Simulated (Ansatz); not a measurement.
# CH7BO2S: molecular dynamics, part 2 of 2

Aim: let a guess near a reaction's saddle point go and see which way it falls. Runs: 150 steps of 0.5 fs at constant energy, with velocities drawn for 100 K; 150 steps of 0.5 fs at constant energy, with velocities drawn for 1000 K. Reaction type: exchange4.

Ansatz 0.2.0; UKS PBE0-D4/6-31G.

## Step 8: What the atoms did

The trajectory, every 6 steps (energies from step 0):

```
time (fs)  T (K)  potential energy change (meV/atom)  total energy change (meV/atom)  B1–S6 (Å)  H5–C2 (Å)  B1–C2 (Å)
      0.0   1000                                 0.0                            0.00       2.21       1.40       1.86
      3.0    749                                27.6                            0.54       2.26       1.31       1.88
      6.0    739                                28.4                            0.25       2.30       1.19       1.89
      9.0    396                                65.7                            0.69       2.32       1.09       1.91
     12.0    599                                43.5                            0.31       2.30       1.11       1.98
     15.0    634                                39.8                            0.40       2.26       1.19       2.06
     18.0    934                                 7.5                            0.38       2.20       1.16       2.14
     21.0   1351                               -37.6                            0.22       2.12       1.02       2.27
     24.0   1740                               -79.2                            0.42       2.02       1.07       2.43
     27.0   2101                              -118.2                            0.37       1.93       1.17       2.59
     30.0   2253                              -134.6                            0.35       1.84       1.08       2.77
     33.0   2281                              -137.8                            0.21       1.79       1.02       2.96
     36.0   2130                              -121.5                            0.23       1.78       1.15       3.15
     39.0   1752                               -80.6                            0.42       1.79       1.14       3.30
     42.0   1570                               -61.2                            0.27       1.82       1.02       3.44
     45.0   1177                               -18.4                            0.68       1.84       1.09       3.56
     48.0   1205                               -21.7                            0.34       1.85       1.18       3.64
     51.0   1333                               -35.5                            0.43       1.84       1.09       3.71
     54.0   1645                               -69.3                            0.17       1.83       1.03       3.78
     57.0   1832                               -89.5                            0.17       1.82       1.15       3.84
     60.0   1853                               -91.4                            0.53       1.83       1.15       3.86
     63.0   2206                              -129.6                            0.30       1.86       1.04       3.89
     66.0   2179                              -126.5                            0.51       1.91       1.08       3.92
     69.0   2278                              -137.6                            0.04       1.97       1.16       3.92
     72.0   1845                               -90.4                            0.55       2.03       1.09       3.92
     75.0   1820                               -88.3                            0.11       2.07       1.04       3.97
```

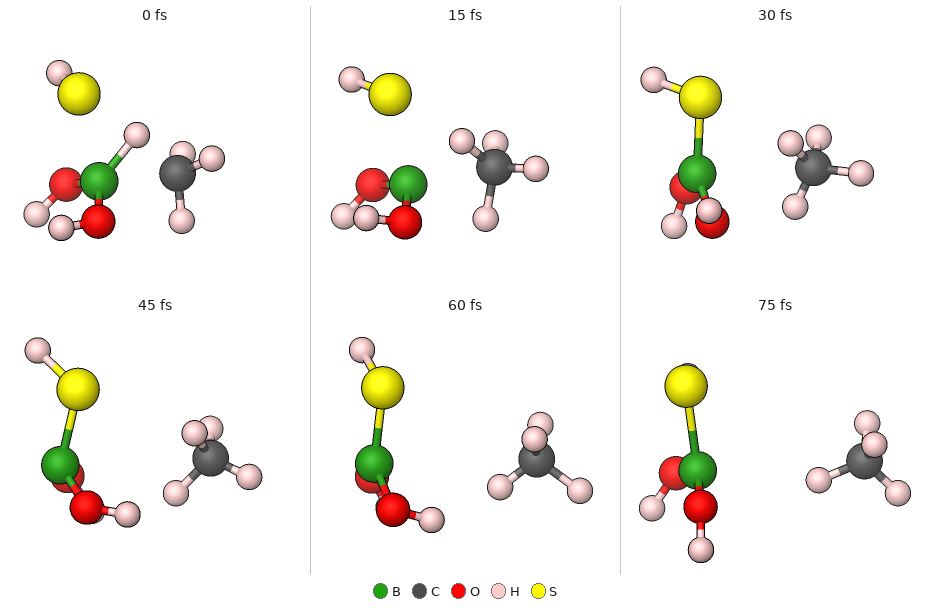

Six frames of the run, seen from a chosen angle. Sticks join atoms within a bonding distance in each frame.

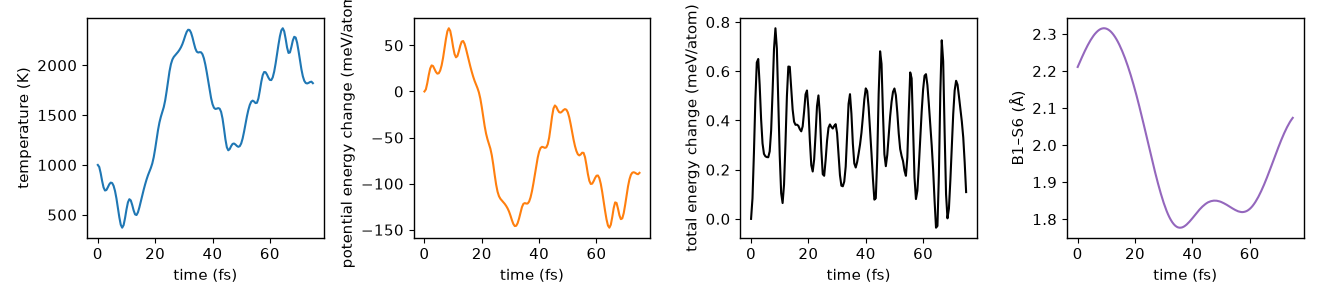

Time series of the run, each on its own scale.

Bonds that form or break, judged by distance (formed within 1.15 times the sum of covalent radii and held on average over 12 fs, broken when stretched by half; pairs already stretched at the start don't count as bonds):

```
time (fs)   bond  event
      6.0  C2–H5  forms
     21.5  B1–S6  forms
```

## Step 9: Positions and forces

Positions (Å) and forces (eV/Å):

```xyz
12
time_fs=9.5 T=467 dE=0.6944
B    -0.404   -0.165   -0.258    1.635    1.068   -3.733
C     0.357    0.111    1.484    1.665    2.191    2.103
O     0.082   -1.410   -0.847   -0.801    1.544    1.966
O    -1.669    0.440   -0.412    0.554   -1.350    1.528
H     0.563    0.765    0.648    0.128    0.599   -1.758
S     0.945    1.344   -1.383    0.279   -1.409   -0.522
H     1.272   -0.445    1.604    0.181   -0.246    0.203
H     0.276    1.007    2.216    0.123   -1.505   -0.901
H    -0.461   -0.458    1.696   -2.694   -1.823    0.698
H    -0.615   -1.902   -1.300   -0.240   -0.426   -0.111
H    -1.968    0.461   -1.329   -0.070    0.343   -0.297
H     1.742    0.340   -2.064   -0.759    1.016    0.825
12
time_fs=19.0 T=1015 dE=-0.0129
B    -0.362   -0.148   -0.430   -0.313    1.816   -3.103
C     0.419    0.151    1.583    1.475    2.633    2.168
O     0.054   -1.419   -0.831   -0.089    0.895    0.933
O    -1.700    0.432   -0.435    1.656   -1.574    0.224
H     0.492    0.743    0.643    0.235    0.234    0.932
S     0.934    1.330   -1.363   -0.287   -1.620   -0.757
H     1.358   -0.401    1.652    0.060    0.228    0.187
H     0.216    0.883    2.502    0.644   -1.361   -2.260
H    -0.344   -0.523    1.617   -2.541   -2.258    0.323
H    -0.547   -2.069   -1.216   -0.294   -0.066    0.273
H    -1.852    0.740   -1.354   -0.162    0.340    0.363
H     1.560    0.391   -2.236   -0.383    0.733    0.716
12
time_fs=28.0 T=2135 dE=-1.4627
B    -0.336   -0.026   -0.797   -0.992   -1.428    0.334
C     0.454    0.133    1.725    1.041    3.586    1.477
O     0.016   -1.384   -0.775    0.436    1.353   -0.566
O    -1.656    0.360   -0.457    1.024    0.633   -1.538
H     0.544    0.894    0.858   -0.376   -1.583    1.748
S     0.907    1.295   -1.350   -1.249    0.733    0.743
H     1.463   -0.301    1.828   -0.365    0.043    0.098
H     0.244    0.857    2.665    0.315   -1.980   -1.892
H    -0.284   -0.636    1.612   -0.488   -0.112   -0.010
H    -0.587   -2.137   -0.868   -0.269    0.458    0.256
H    -1.858    1.190   -0.969   -0.258   -0.541    0.899
H     1.440    0.528   -2.249    1.181   -1.162   -1.548
12
time_fs=37.5 T=2007 dE=-1.2985
B    -0.386    0.007   -1.152   -0.519   -1.657    3.664
C     0.522    0.139    1.943   -1.561    1.437    0.367
O    -0.011   -1.290   -0.750   -0.303   -0.437   -1.571
O    -1.571    0.317   -0.539   -1.550    0.596    0.170
H     0.494    0.978    1.120    0.349   -1.591    2.046
S     0.872    1.253   -1.351    1.214    0.957   -1.965
H     1.521   -0.297    2.063   -0.239    0.139   -0.276
H     0.156    0.528    2.969    0.740   -0.242   -1.606
H    -0.235   -0.623    1.648    0.759    0.305    0.101
H    -0.751   -1.792   -0.322    0.564    0.465   -0.458
H    -1.904    1.093   -0.050    0.467   -0.224   -0.922
H     1.576    0.633   -2.379    0.080    0.251    0.451
12
time_fs=47.0 T=1211 dE=-0.2703
B    -0.454   -0.061   -1.266    1.687    2.066    1.247
C     0.558    0.137    2.204   -0.276    0.371   -2.604
O    -0.036   -1.225   -0.797    0.780   -3.546    0.332
O    -1.570    0.332   -0.622   -2.620    1.708    0.726
H     0.628    1.116    1.567   -0.438   -1.827    1.137
S     0.858    1.235   -1.396    1.335    0.893   -2.442
H     1.557   -0.276    2.199    0.485   -0.015    0.320
H     0.197    0.322    3.195   -0.238    0.140    0.602
H    -0.049   -0.684    1.688    0.448    1.361    0.740
H    -0.640   -1.329   -0.022    0.316   -1.412   -0.494
H    -1.600    0.589    0.322   -0.135    0.173   -0.765
H     1.906    0.829   -2.329   -1.344    0.086    1.202
12
time_fs=56.0 T=1666 dE=-0.8545
B    -0.422   -0.026   -1.241   -0.316   -1.030    2.450
C     0.617    0.124    2.441   -0.528    0.039   -4.955
O    -0.025   -1.302   -0.850    0.466   -0.300   -0.274
O    -1.673    0.410   -0.684    1.311    0.139   -0.288
H     0.575    1.158    2.049    0.050   -0.554   -0.181
S     0.855    1.250   -1.477   -0.621    1.498   -0.655
H     1.625   -0.190    2.505    1.131   -0.590   -0.427
H     0.256    0.151    3.359   -2.037    0.013    4.703
H    -0.050   -0.583    1.812    1.349    1.091    0.878
H    -0.395   -1.756   -0.057   -0.120    0.231   -1.048
H    -1.467    0.308    0.277   -1.012    0.303   -0.032
H     1.976    0.763   -2.034    0.328   -0.840   -0.169
12
time_fs=65.5 T=2267 dE=-1.6351
B    -0.403   -0.040   -1.051   -1.115   -0.416    0.563
C     0.667    0.128    2.713   -0.376   -1.305   -4.552
O     0.018   -1.396   -0.928   -0.099    1.330   -0.039
O    -1.728    0.500   -0.759    1.769   -1.332    1.000
H     0.557    1.143    2.428    0.048    1.171   -0.243
S     0.850    1.289   -1.583   -1.087   -0.930    0.295
H     1.681   -0.189    2.664    1.069   -0.113    0.128
H     0.249   -0.053    3.609   -1.470   -0.661    3.458
H     0.116   -0.504    1.917    0.718    0.896    1.164
H    -0.346   -2.256   -0.613   -0.182    1.372   -0.327
H    -2.049    0.245    0.156    0.069    0.225   -1.255
H     1.840    0.380   -1.702    0.656   -0.237   -0.193
12
time_fs=75.0 T=1820 dE=-1.0592
B    -0.458   -0.083   -0.832    0.643    1.346   -3.087
C     0.707    0.117    2.955    0.303   -2.426   -0.424
O     0.061   -1.401   -1.017   -1.946    0.623    0.486
O    -1.694    0.530   -0.802   -0.870   -0.977    0.874
H     0.611    1.150    2.889   -0.551    2.096   -0.373
S     0.835    1.296   -1.684   -0.040   -3.164    2.034
H     1.782   -0.086    2.950   -0.025   -0.232   -0.028
H     0.294   -0.227    3.908   -0.102   -0.109   -0.157
H     0.238   -0.426    2.083    0.371    0.655    0.942
H    -0.574   -2.123   -1.292    0.763    0.796    0.599
H    -2.637    0.278   -0.601    1.611   -0.135   -0.149
H     1.716    0.167   -1.405   -0.157    1.527   -0.716
```

Reading of run 2. At the last frame the bonds meant to form are there and those meant to break are gone: it fell to the products. The temperature starts at 1000 K and averages 1749 K in the second half, where it ranges from 1147 to 2371 K; the start was no minimum (force components up to 1.1 eV/Å), and the potential energy that it sheds (80 meV/atom) turns into motion, which in so few atoms is no thermal temperature. The total energy strays from its start by at most 0.78 meV/atom, 0.5 % of the mean kinetic energy, so a step of 0.5 fs is short enough over this time. The bonding pattern changes, first at 6.0 fs: C2–H5 forms. By that distance rule the pieces at the end are BH3O2S + CH4; a long dative bond can count as broken.

## Step 10: Outcome

The summary covers parts 1 to 2.

| quantity | value |
| --- | --- |
| run 1: length | 150 steps of 0.5 fs |
| run 1: temperature, first and last step | 100 and 1512 K |
| run 1: temperature, second half | mean 1517 K, from 1301 to 1849 K |
| run 1: potential energy, second half | -153 meV/atom from this run's first step |
| run 1: largest change of the total energy | 0.28 meV/atom |
| run 1: bonds formed or broken | 2 |
| run 2: length | 150 steps of 0.5 fs |
| run 2: temperature, first and last step | 1000 and 1820 K |
| run 2: temperature, second half | mean 1749 K, from 1147 to 2371 K |
| run 2: potential energy, second half | -80 meV/atom from this run's first step |
| run 2: largest change of the total energy | 0.78 meV/atom |
| run 2: bonds formed or broken | 2 |

**Reading.** Mean temperatures of the second halves: 1517 K, 1749 K. Bonds changed in run 1, run 2. Run 1: at the last frame the bonds meant to form are there and those meant to break are gone: it fell to the products. Run 2: at the last frame the bonds meant to form are there and those meant to break are gone: it fell to the products. A run of 75 fs with 12 atoms shows the motion but fixes no equilibrium value. The nuclei move classically, without zero-point motion, which matters most for hydrogen. The basis is very small, so the numbers are rough.
